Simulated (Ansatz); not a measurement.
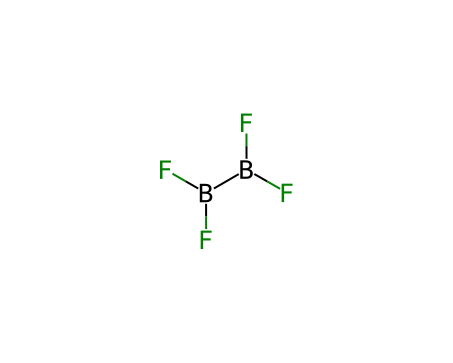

The computed structure is the end point of a PBE0-D4/def2-TZVP optimisation. Program: Ansatz 0.2.0.

Compare HOMO–LUMO gap (eV), HOMO energy (eV) at these levels: B3LYP-D4/def2-TZVPP; BHLYP-D4/def2-TZVPP; BLYP-D4/def2-TZVPP; PBE-D4/def2-TZVPP; PBE0-D4/def2-QZVPP; PBE0-D4/def2-TZVPP; SPW92 (LDA)/def2-TZVPP; r2SCAN-D4/def2-TZVPP; r2SCAN0-D4/def2-TZVPP; revPBE-D4/def2-TZVPP; ωB97M-V/def2-SVP.

```json
{"level": "B3LYP-D4/def2-TZVPP", "HOMO–LUMO gap (eV)": "7.29", "HOMO energy (eV)": "−9.86"}
{"level": "BHLYP-D4/def2-TZVPP", "HOMO–LUMO gap (eV)": "10.43", "HOMO energy (eV)": "−11.76"}
{"level": "BLYP-D4/def2-TZVPP", "HOMO–LUMO gap (eV)": "5.19", "HOMO energy (eV)": "−8.32"}
{"level": "PBE-D4/def2-TZVPP", "HOMO–LUMO gap (eV)": "5.12", "HOMO energy (eV)": "−8.37"}
{"level": "PBE0-D4/def2-QZVPP", "HOMO–LUMO gap (eV)": "7.74", "HOMO energy (eV)": "−10.10"}
{"level": "PBE0-D4/def2-TZVPP", "HOMO–LUMO gap (eV)": "7.75", "HOMO energy (eV)": "−10.07"}
{"level": "SPW92 (LDA)/def2-TZVPP", "HOMO–LUMO gap (eV)": "4.99", "HOMO energy (eV)": "−8.56"}
{"level": "r2SCAN-D4/def2-TZVPP", "HOMO–LUMO gap (eV)": "5.72", "HOMO energy (eV)": "−8.76"}
{"level": "r2SCAN0-D4/def2-TZVPP", "HOMO–LUMO gap (eV)": "8.15", "HOMO energy (eV)": "−10.33"}
{"level": "revPBE-D4/def2-TZVPP", "HOMO–LUMO gap (eV)": "5.16", "HOMO energy (eV)": "−8.28"}
{"level": "ωB97M-V/def2-SVP", "HOMO–LUMO gap (eV)": "12.30", "HOMO energy (eV)": "−12.19"}
```
